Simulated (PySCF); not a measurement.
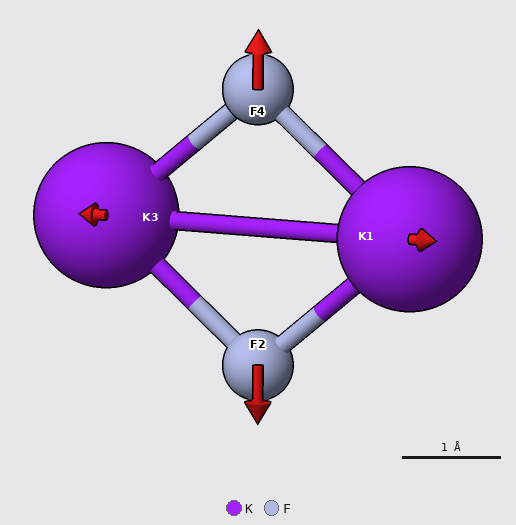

This is a relaxation of K2F2. The starting structure is drawn; red arrows show the displacements, 5 times their true length. The two geometries are superimposed by the best rigid fit.

The picture is a ball-and-stick view, seen at a tilt.

The start comes from GFN2-xTB.

These are results of PBE0-D3(BJ)/def2-SVP geometry optimisation, gas phase (PySCF), not measurements. 

What did the optimiser do to the structure, and how much energy did it gain?

Over 8 geometry steps the energy falls by 5.46 kcal/mol. Largest force component: 0.98 eV/Å at the start, 0.0098 eV/Å at the end. The largest moves after the best rigid fit, 0.13 Å, are those of F2 and F4. By element the largest moves are F 0.13 Å, K 0.06 Å. Among the contacts that change: K3–F4 2.205 → 2.338 Å, K1–F2 2.207 → 2.337 Å, F2–K3 2.206 → 2.334 Å, K1–K3 3.352 → 3.476 Å. Bond angles that change, for instance: K1–F4–K3 98.9° → 96.1°, F2–K1–F4 81.1° → 83.9°.
